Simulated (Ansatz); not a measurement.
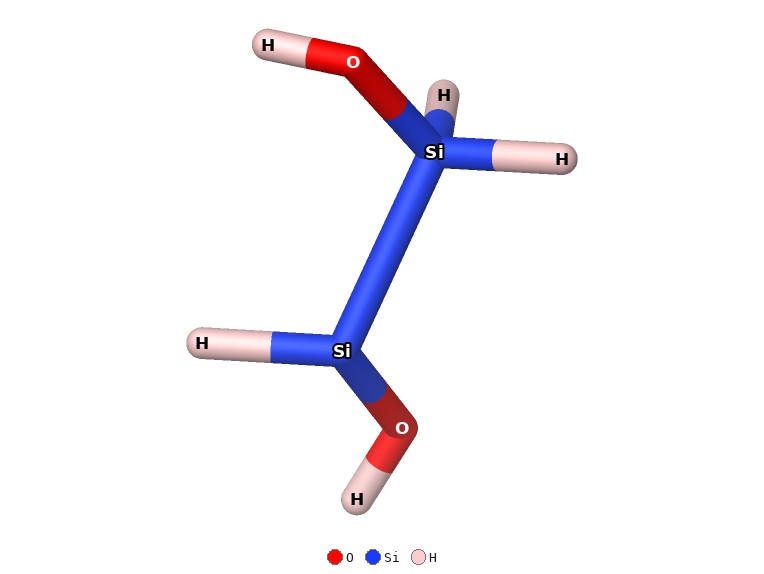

The species is neutral and a spin doublet. Computed geometry: PBE0-D4/def2-TZVP optimisation. No frequency run is at hand to confirm it as a minimum. Program: Ansatz 0.2.0.

Compare dipole (D) at these levels: B3LYP-D4/def2-TZVPP; PBE-D4/def2-TZVPP; PBE0-D4/def2-TZVP; r2SCAN-D4/def2-TZVPP; ωB97M-V/def2-TZVPP.

| level | dipole (D) |
| --- | --- |
| B3LYP-D4/def2-TZVPP | 2.19 |
| PBE-D4/def2-TZVPP | 2.13 |
| PBE0-D4/def2-TZVP | 2.28 |
| r2SCAN-D4/def2-TZVPP | 2.19 |
| ωB97M-V/def2-TZVPP | 2.19 |
